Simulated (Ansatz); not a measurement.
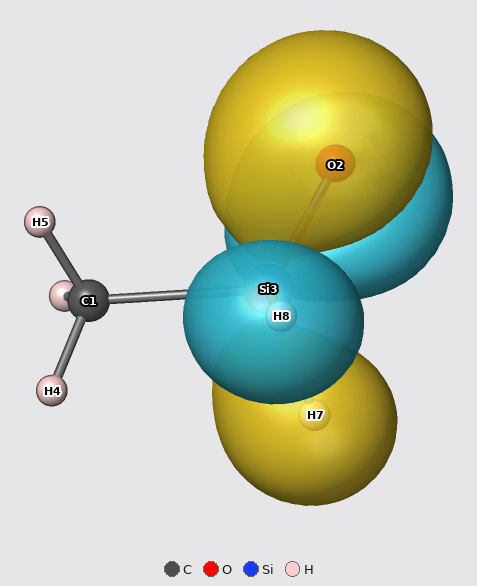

Figure. CH₅OSi (SMILES C[SiH2][O-]) (charge −1). The HOMO at ±0.08 Å⁻³ᐟ² (yellow and cyan are the two phases), seen at a tilt.

Geometry: PBE0-D3(BJ)/def2-SVPD.

Level of theory: Ansatz, isolated molecule in a Gaussian basis; Kohn-Sham density functional theory, functional PBE0.

```json
{"atom": "C", "x (Å)": "-0.6924", "y (Å)": "0.0995", "z (Å)": "1.2974"}
{"atom": "O", "x (Å)": "-0.3766", "y (Å)": "1.2629", "z (Å)": "-1.4393"}
{"atom": "Si", "x (Å)": "-0.9357", "y (Å)": "0.0321", "z (Å)": "-0.6044"}
{"atom": "H", "x (Å)": "-1.1164", "y (Å)": "-0.8000", "z (Å)": "1.7782"}
{"atom": "H", "x (Å)": "0.3783", "y (Å)": "0.1566", "z (Å)": "1.5541"}
{"atom": "H", "x (Å)": "-1.1883", "y (Å)": "0.9865", "z (Å)": "1.7251"}
{"atom": "H", "x (Å)": "-2.4448", "y (Å)": "-0.2406", "z (Å)": "-0.7211"}
{"atom": "H", "x (Å)": "-0.3500", "y (Å)": "-1.3473", "z (Å)": "-0.9498"}
```

> Where does this orbital lie, and at what energy?

Its weight (Hirshfeld) is mainly on O2 (about 70 %), H7 (about 5 %) and H8 (about 5 %); largely a lone pair of O2. Its energy is −1.25 eV.
